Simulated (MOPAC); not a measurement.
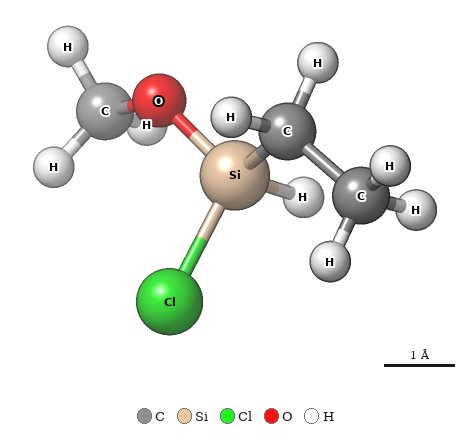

Fig. 1: The input geometry (ball-and-stick view, seen at a tilt). Bond lengths as drawn: Cl–Si 2.08 Å, C–C 1.54 Å, C–H 1.08 to 1.11 Å, C–O 1.40 Å, C–Si 1.81 Å, H–Si 1.50 Å and O–Si 1.63 Å.

## Run report: C3H9ClOSi, geometry relaxation (part 1 of 3)

System: C3H9ClOSi.
Method: PM6-D3, closed shell, dispersion D3 (MOPAC 23.2.5).

The atoms were displaced at random from an optimised geometry.

The input (job.mop):
```
PM6-D3 GRADIENTS GNORM=0.05 MULLIK CYCLES=300 DISP AUX(PRECISION=6) THREADS=1
PM6-D3 optimise

C     -1.770265 1    -0.663110 1     1.768203 1
C     -1.175299 1     0.329745 1     0.754640 1
Si     0.332611 1    -0.246564 1    -0.072082 1
Cl    -0.036259 1    -2.007101 1    -1.117816 1
O      0.864623 1     0.901038 1    -1.102509 1
C      2.002875 1     0.801495 1    -1.917284 1
H     -1.051453 1    -0.916361 1     2.535597 1
H     -2.030192 1    -1.585921 1     1.271286 1
H     -2.679828 1    -0.267690 1     2.234919 1
H     -0.942328 1     1.293927 1     1.251167 1
H     -1.899116 1     0.579487 1    -0.024730 1
H      1.437713 1    -0.618789 1     0.873271 1
H      1.869651 1     0.043034 1    -2.702272 1
H      2.157271 1     1.768525 1    -2.396002 1
H      2.889195 1     0.571383 1    -1.346428 1
```

Run on 1 thread of Arm Neoverse N1, 98 GiB of memory available, shared host.

Run as:
```bash
mopac job.mop
```

What the program printed:
```
MOPAC v23.2.5
PM6-D3 CALCULATION RESULTS

 *  PM6-D3     - CORRECT DISPERSION USING D3 METHOD
 *  THREADS=1  - MULTI-THREADING NOT USED
 *  CYCLES=    - DO A MAXIMUM OF 300 STEPS
 *  GNORM      - EXIT WHEN GRADIENT NORM DROPS BELOW 0.050
 *  AUX        - OUTPUT AUXILIARY INFORMATION
 *  GRADIENTS  - ALL GRADIENTS TO BE PRINTED
 *  DISP       - PRINT DISPERSION AND HYDROGEN BOND ENERGIES
 *  MULLIK     - THE MULLIKEN ANALYSIS TO BE PERFORMED
PM6-D3 GRADIENTS GNORM=0.05 MULLIK CYCLES=300 DISP AUX(PRECISION=6) THREADS=1
 PM6-D3 optimise

   ATOM   CHEMICAL          X               Y               Z
  NUMBER   SYMBOL      (ANGSTROMS)     (ANGSTROMS)     (ANGSTROMS)

     1       C         -1.77026500  *  -0.66311000  *   1.76820300  *
     2       C         -1.17529900  *   0.32974500  *   0.75464000  *
     3      Si          0.33261100  *  -0.24656400  *  -0.07208200  *
     4      Cl         -0.03625900  *  -2.00710100  *  -1.11781600  *
     5       O          0.86462300  *   0.90103800  *  -1.10250900  *
     6       C          2.00287500  *   0.80149500  *  -1.91728400  *
     7       H         -1.05145300  *  -0.91636100  *   2.53559700  *
     8       H         -2.03019200  *  -1.58592100  *   1.27128600  *
     9       H         -2.67982800  *  -0.26769000  *   2.23491900  *
    10       H         -0.94232800  *   1.29392700  *   1.25116700  *
    11       H         -1.89911600  *   0.57948700  *  -0.02473000  *
    12       H          1.43771300  *  -0.61878900  *   0.87327100  *
    13       H          1.86965100  *   0.04303400  *  -2.70227200  *
    14       H          2.15727100  *   1.76852500  *  -2.39600200  *
    15       H          2.88919500  *   0.57138300  *  -1.34642800  *

          CARTESIAN COORDINATES

    NO.       ATOM           X           Y           Z

     1         C         -1.7703     -0.6631      1.7682
     2         C         -1.1753      0.3297      0.7546
     3        Si          0.3326     -0.2466     -0.0721
     4        Cl         -0.0363     -2.0071     -1.1178
     5         O          0.8646      0.9010     -1.1025
     6         C          2.0029      0.8015     -1.9173
     7         H         -1.0515     -0.9164      2.5356
     8         H         -2.0302     -1.5859      1.2713
     9         H         -2.6798     -0.2677      2.2349
    10         H         -0.9423      1.2939      1.2512
    11         H         -1.8991      0.5795     -0.0247
    12         H          1.4377     -0.6188      0.8733
    13         H          1.8697      0.0430     -2.7023
    14         H          2.1573      1.7685     -2.3960
    15         H          2.8892      0.5714     -1.3464

           Empirical Formula: C3 H9 O Si Cl  =    15 atoms

      MOLECULAR POINT GROUP   :   C1

      RHF CALCULATION, NO. OF DOUBLY OCCUPIED LEVELS = 19

          Geometry optimization using EF

          DIAGONAL MATRIX USED AS START HESSIAN
```

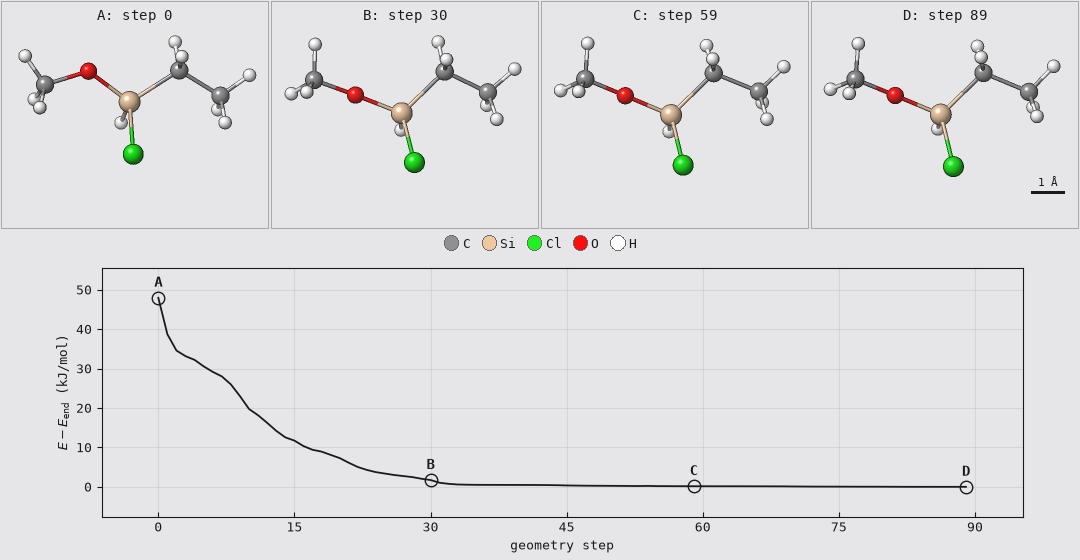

Fig. 2: Frames of the relaxation (ball-and-stick view, seen on its broad side) above the curves, on which the letters mark them (steps are counted from 0).

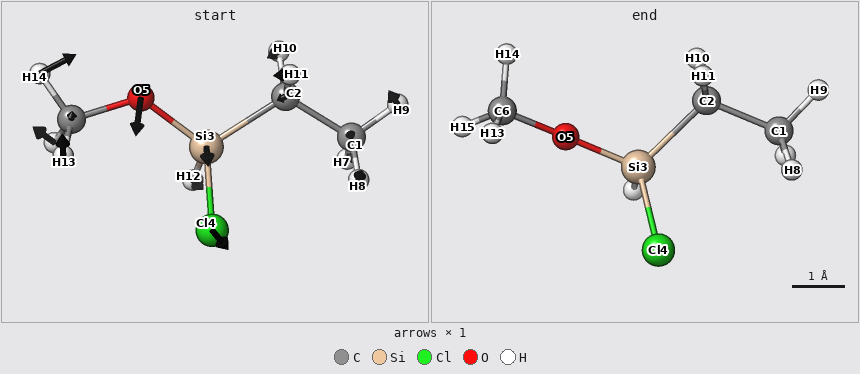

Fig. 3: Before (left) and after (right) the relaxation, at one scale (ball-and-stick view, seen on its broad side). The black arrows give the displacements, at true length. The largest moves after the best rigid fit, 0.81 Å, are those of O5 and H14. By element the largest moves are O 0.81 Å, H 0.81 Å, Cl 0.60 Å, Si 0.44 Å, C 0.20 Å. Distances before and after: Si3–O5 1.632 → 1.554 Å, Si3–H12 1.501 → 1.440 Å, Si3–Cl4 2.081 → 2.024 Å, C2–Si3 1.814 → 1.853 Å. Among the angles that change: Si3–O5–C6 125.5° → 172.6°, Cl4–Si3–H12 103.7° → 108.6°, O5–C6–H15 112.0° → 107.3°. Over 89 geometry steps the energy falls by 48.0 kJ/mol. The largest force component goes from 2 to 0.00068 eV/Å. (Atoms are counted from 1 in the order of the input.)

```
 CYCLE:     1 TIME:   0.016 TIME LEFT:  2.00D  GRAD.:    75.177 HEAT: -123.6649
 CYCLE:     2 TIME:   0.016 TIME LEFT:  2.00D  GRAD.:    52.770 HEAT: -125.8795
 CYCLE:     3 TIME:   0.016 TIME LEFT:  2.00D  GRAD.:    26.174 HEAT: -126.8653
 CYCLE:     4 TIME:   0.016 TIME LEFT:  2.00D  GRAD.:    19.798 HEAT: -127.2065
 CYCLE:     5 TIME:   0.008 TIME LEFT:  2.00D  GRAD.:    22.914 HEAT: -127.4324
 CYCLE:     6 TIME:   0.000 TIME LEFT:  2.00D  GRAD.:    21.383 HEAT: -127.8248
 CYCLE:     7 TIME:   0.008 TIME LEFT:  2.00D  GRAD.:    25.977 HEAT: -128.1577
 CYCLE:     8 TIME:   0.008 TIME LEFT:  2.00D  GRAD.:    31.248 HEAT: -128.4346
 CYCLE:     9 TIME:   0.008 TIME LEFT:  2.00D  GRAD.:    35.407 HEAT: -128.9193
 CYCLE:    10 TIME:   0.008 TIME LEFT:  2.00D  GRAD.:    26.532 HEAT: -129.6330
 CYCLE:    11 TIME:   0.008 TIME LEFT:  2.00D  GRAD.:    17.635 HEAT: -130.4106
 CYCLE:    12 TIME:   0.008 TIME LEFT:  2.00D  GRAD.:    23.585 HEAT: -130.7919
 CYCLE:    13 TIME:   0.008 TIME LEFT:  2.00D  GRAD.:    22.059 HEAT: -131.2516
 CYCLE:    14 TIME:   0.008 TIME LEFT:  2.00D  GRAD.:    16.393 HEAT: -131.7360
 CYCLE:    15 TIME:   0.008 TIME LEFT:  2.00D  GRAD.:    13.444 HEAT: -132.1301
 CYCLE:    16 TIME:   0.000 TIME LEFT:  2.00D  GRAD.:    10.775 HEAT: -132.3262
 CYCLE:    17 TIME:   0.008 TIME LEFT:  2.00D  GRAD.:    10.525 HEAT: -132.6578
 CYCLE:    18 TIME:   0.008 TIME LEFT:  2.00D  GRAD.:    12.909 HEAT: -132.8830
 CYCLE:    19 TIME:   0.008 TIME LEFT:  2.00D  GRAD.:    14.025 HEAT: -132.9942
 CYCLE:    20 TIME:   0.008 TIME LEFT:  2.00D  GRAD.:    12.439 HEAT: -133.1929
 CYCLE:    21 TIME:   0.008 TIME LEFT:  2.00D  GRAD.:    11.789 HEAT: -133.3880
 CYCLE:    22 TIME:   0.008 TIME LEFT:  2.00D  GRAD.:    12.365 HEAT: -133.6720
 CYCLE:    23 TIME:   0.008 TIME LEFT:  2.00D  GRAD.:    11.392 HEAT: -133.9311
 CYCLE:    24 TIME:   0.008 TIME LEFT:  2.00D  GRAD.:     8.261 HEAT: -134.1061
 CYCLE:    25 TIME:   0.000 TIME LEFT:  2.00D  GRAD.:     6.906 HEAT: -134.2401
 CYCLE:    26 TIME:   0.008 TIME LEFT:  2.00D  GRAD.:     7.098 HEAT: -134.3252
 CYCLE:    27 TIME:   0.008 TIME LEFT:  2.00D  GRAD.:     8.491 HEAT: -134.4115
 CYCLE:    28 TIME:   0.008 TIME LEFT:  2.00D  GRAD.:     6.158 HEAT: -134.4754
 CYCLE:    29 TIME:   0.008 TIME LEFT:  2.00D  GRAD.:     4.910 HEAT: -134.5371
 CYCLE:    30 TIME:   0.008 TIME LEFT:  2.00D  GRAD.:     6.038 HEAT: -134.6387
 CYCLE:    31 TIME:   0.008 TIME LEFT:  2.00D  GRAD.:     7.231 HEAT: -134.7165
 CYCLE:    32 TIME:   0.008 TIME LEFT:  2.00D  GRAD.:     8.468 HEAT: -134.8808
 CYCLE:    33 TIME:   0.000 TIME LEFT:  2.00D  GRAD.:     6.032 HEAT: -134.9473
 CYCLE:    34 TIME:   0.008 TIME LEFT:  2.00D  GRAD.:     2.996 HEAT: -134.9858
 CYCLE:    35 TIME:   0.008 TIME LEFT:  2.00D  GRAD.:     2.250 HEAT: -134.9989
 CYCLE:    36 TIME:   0.008 TIME LEFT:  2.00D  GRAD.:     1.483 HEAT: -135.0055
 CYCLE:    37 TIME:   0.008 TIME LEFT:  2.00D  GRAD.:     0.855 HEAT: -135.0084
 CYCLE:    38 TIME:   0.008 TIME LEFT:  2.00D  GRAD.:     0.803 HEAT: -135.0096
 CYCLE:    39 TIME:   0.000 TIME LEFT:  2.00D  GRAD.:     0.838 HEAT: -135.0114
 CYCLE:    40 TIME:   0.008 TIME LEFT:  2.00D  GRAD.:     0.719 HEAT: -135.0127
 CYCLE:    41 TIME:   0.008 TIME LEFT:  2.00D  GRAD.:     0.682 HEAT: -135.0137
 CYCLE:    42 TIME:   0.008 TIME LEFT:  2.00D  GRAD.:     0.881 HEAT: -135.0149
 CYCLE:    43 TIME:   0.008 TIME LEFT:  2.00D  GRAD.:     1.347 HEAT: -135.0172
 CYCLE:    44 TIME:   0.008 TIME LEFT:  2.00D  GRAD.:     2.103 HEAT: -135.0219
 CYCLE:    45 TIME:   0.008 TIME LEFT:  2.00D  GRAD.:     2.554 HEAT: -135.0302
 CYCLE:    46 TIME:   0.008 TIME LEFT:  2.00D  GRAD.:     2.387 HEAT: -135.0439
 CYCLE:    47 TIME:   0.008 TIME LEFT:  2.00D  GRAD.:     1.694 HEAT: -135.0515
 CYCLE:    48 TIME:   0.000 TIME LEFT:  2.00D  GRAD.:     1.201 HEAT: -135.0588
 CYCLE:    49 TIME:   0.008 TIME LEFT:  2.00D  GRAD.:     1.081 HEAT: -135.0622
 CYCLE:    50 TIME:   0.008 TIME LEFT:  2.00D  GRAD.:     1.496 HEAT: -135.0649
 CYCLE:    51 TIME:   0.008 TIME LEFT:  2.00D  GRAD.:     1.061 HEAT: -135.0685
 CYCLE:    52 TIME:   0.008 TIME LEFT:  2.00D  GRAD.:     1.012 HEAT: -135.0708
 CYCLE:    53 TIME:   0.008 TIME LEFT:  2.00D  GRAD.:     1.377 HEAT: -135.0767
 CYCLE:    54 TIME:   0.008 TIME LEFT:  2.00D  GRAD.:     1.198 HEAT: -135.0793
 CYCLE:    55 TIME:   0.008 TIME LEFT:  2.00D  GRAD.:     2.974 HEAT: -135.0721
 CYCLE:    56 TIME:   0.008 TIME LEFT:  2.00D  GRAD.:     0.876 HEAT: -135.0851
 CYCLE:    57 TIME:   0.008 TIME LEFT:  2.00D  GRAD.:     0.697 HEAT: -135.0862
 CYCLE:    58 TIME:   0.008 TIME LEFT:  2.00D  GRAD.:     1.162 HEAT: -135.0888
 CYCLE:    59 TIME:   0.008 TIME LEFT:  2.00D  GRAD.:     0.744 HEAT: -135.0901
 CYCLE:    60 TIME:   0.000 TIME LEFT:  2.00D  GRAD.:     0.656 HEAT: -135.0918
 CYCLE:    61 TIME:   0.008 TIME LEFT:  2.00D  GRAD.:     0.492 HEAT: -135.0924
 CYCLE:    62 TIME:   0.008 TIME LEFT:  2.00D  GRAD.:     0.511 HEAT: -135.0927
 CYCLE:    63 TIME:   0.008 TIME LEFT:  2.00D  GRAD.:     0.336 HEAT: -135.0932
 CYCLE:    64 TIME:   0.008 TIME LEFT:  2.00D  GRAD.:     0.329 HEAT: -135.0936
 CYCLE:    65 TIME:   0.008 TIME LEFT:  2.00D  GRAD.:     0.446 HEAT: -135.0942
 CYCLE:    66 TIME:   0.008 TIME LEFT:  2.00D  GRAD.:     0.626 HEAT: -135.0954
 CYCLE:    67 TIME:   0.008 TIME LEFT:  2.00D  GRAD.:     0.705 HEAT: -135.0966
 CYCLE:    68 TIME:   0.008 TIME LEFT:  2.00D  GRAD.:     0.692 HEAT: -135.0973
 CYCLE:    69 TIME:   0.008 TIME LEFT:  2.00D  GRAD.:     1.091 HEAT: -135.0987
 CYCLE:    70 TIME:   0.008 TIME LEFT:  2.00D  GRAD.:     1.186 HEAT: -135.1000
 CYCLE:    71 TIME:   0.008 TIME LEFT:  2.00D  GRAD.:     1.724 HEAT: -135.1065
 CYCLE:    72 TIME:   0.008 TIME LEFT:  2.00D  GRAD.:     1.190 HEAT: -135.1096
 CYCLE:    73 TIME:   0.000 TIME LEFT:  2.00D  GRAD.:     1.426 HEAT: -135.1129
 CYCLE:    74 TIME:   0.008 TIME LEFT:  2.00D  GRAD.:     0.916 HEAT: -135.1144
 CYCLE:    75 TIME:   0.008 TIME LEFT:  2.00D  GRAD.:     0.525 HEAT: -135.1156
 CYCLE:    76 TIME:   0.008 TIME LEFT:  2.00D  GRAD.:     0.836 HEAT: -135.1167
 CYCLE:    77 TIME:   0.008 TIME LEFT:  2.00D  GRAD.:     0.793 HEAT: -135.1179
 CYCLE:    78 TIME:   0.008 TIME LEFT:  2.00D  GRAD.:     0.639 HEAT: -135.1197
 CYCLE:    79 TIME:   0.008 TIME LEFT:  2.00D  GRAD.:     0.502 HEAT: -135.1203
 CYCLE:    80 TIME:   0.008 TIME LEFT:  2.00D  GRAD.:     0.590 HEAT: -135.1212
 CYCLE:    81 TIME:   0.008 TIME LEFT:  2.00D  GRAD.:     0.676 HEAT: -135.1224
 CYCLE:    82 TIME:   0.008 TIME LEFT:  2.00D  GRAD.:     0.792 HEAT: -135.1244
 CYCLE:    83 TIME:   0.008 TIME LEFT:  2.00D  GRAD.:     0.747 HEAT: -135.1264
 CYCLE:    84 TIME:   0.008 TIME LEFT:  2.00D  GRAD.:     0.580 HEAT: -135.1271
 CYCLE:    85 TIME:   0.008 TIME LEFT:  2.00D  GRAD.:     0.359 HEAT: -135.1275
 CYCLE:    86 TIME:   0.000 TIME LEFT:  2.00D  GRAD.:     0.148 HEAT: -135.1277
 CYCLE:    87 TIME:   0.008 TIME LEFT:  2.00D  GRAD.:     0.063 HEAT: -135.1277
 CYCLE:    88 TIME:   0.008 TIME LEFT:  2.00D  GRAD.:     0.052 HEAT: -135.1278
 CYCLE:    89 TIME:   0.008 TIME LEFT:  2.00D  GRAD.:     0.054 HEAT: -135.1278
 CYCLE:    90 TIME:   0.008 TIME LEFT:  2.00D  GRAD.:     0.046 HEAT: -135.1278

     GRADIENT =  0.04578 IS LESS THAN CUTOFF =  0.05000

 -------------------------------------------------------------------------------
 PM6-D3 GRADIENTS GNORM=0.05 MULLIK CYCLES=300 DISP AUX(PRECISION=6) THREADS=1
 PM6-D3 optimise

     GEOMETRY OPTIMISED USING EIGENVECTOR FOLLOWING (EF).
     SCF FIELD WAS ACHIEVED

                              PM6-D3 CALCULATION

          FINAL HEAT OF FORMATION =       -135.12776 KCAL/MOL =    -565.37454 KJ/MOL

          TOTAL ENERGY            =     -25645.82887 KCAL/MOL = ELECTRONIC ENERGY + CORE-CORE REPULSION
          ENERGY OF ATOMS         =      25514.14380 KCAL/MOL
                              SUM =       -131.68508 KCAL/MOL
          DISPERSION ENERGY       =         -3.42692 KCAL/MOL
          H-BOND ENERGY           =         -0.01576 KCAL/MOL
                              SUM =       -135.12776 KCAL/MOL = FINAL HEAT OF FORMATION

          TOTAL ENERGY            =      -1112.10840 EV
          ELECTRONIC ENERGY       =      -4179.61135 EV
          CORE-CORE REPULSION     =       3067.50295 EV
          COSMO AREA              =        158.16 SQUARE ANGSTROMS
          COSMO VOLUME            =        152.70 CUBIC ANGSTROMS

          GRADIENT NORM           =          0.04578          =       0.01182 PER ATOM
          IONIZATION POTENTIAL    =          9.855167 EV
          HOMO LUMO ENERGIES (EV) =         -9.855  0.586
          NO. OF FILLED LEVELS    =         19
          MOLECULAR WEIGHT        =        124.6420         POINT GROUP:  C1

          MOLECULAR DIMENSIONS (Angstroms)

            Atom       Atom       Distance
            H    15    H     9     6.91240
            H    14   Cl     4     4.07757
            H    13    H    12     3.25440

          SCF CALCULATIONS        =         94
```
